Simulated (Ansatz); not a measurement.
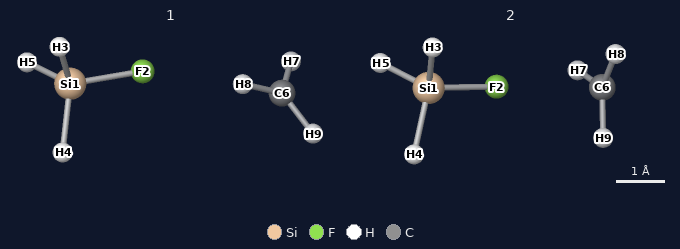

Two geometries of CH6FSi (multiplicity 2), drawn at one scale. One is the start of a relaxation, the other its converged end. A ball-and-stick model, seen at a tilt.

All numbers below come from Ansatz 0.2.0, UHF/def2-SVP. Set-up: collinear spin; force threshold 0.03 eV/Å; at most 50 steps.

**Which geometry has the lower energy?**

Structure 1 is the relaxed one. The run prepares an end point of a later path (reaction) calculation, from a guessed geometry. After 19 accepted moves (23 points after the start) the energy has fallen by 0.227 eV. The largest force component goes from 0.66 to 0.0031 eV/Å. The line search rejected the trial steps at points 8, 9, 12, 21 of the run. The largest move after the best rigid fit is that of H7, 1.19 Å. Largest moves by element: H 1.19 Å, F 0.73 Å, C 0.59 Å, Si 0.52 Å. Among the contacts that change: Si1–F2 1.603 → 1.614 Å. Cost: 15 s on 2 threads of AMD EPYC 7R43 64-Core Processor (Zen 3), with other jobs on the host, peak memory 0.16 GiB.

Limits of the set-up: the start holds two separate molecules, 2.6 Å apart at their closest, whose relative position is a soft coordinate and is computed without a dispersion correction; Hartree-Fock leaves out electron correlation.
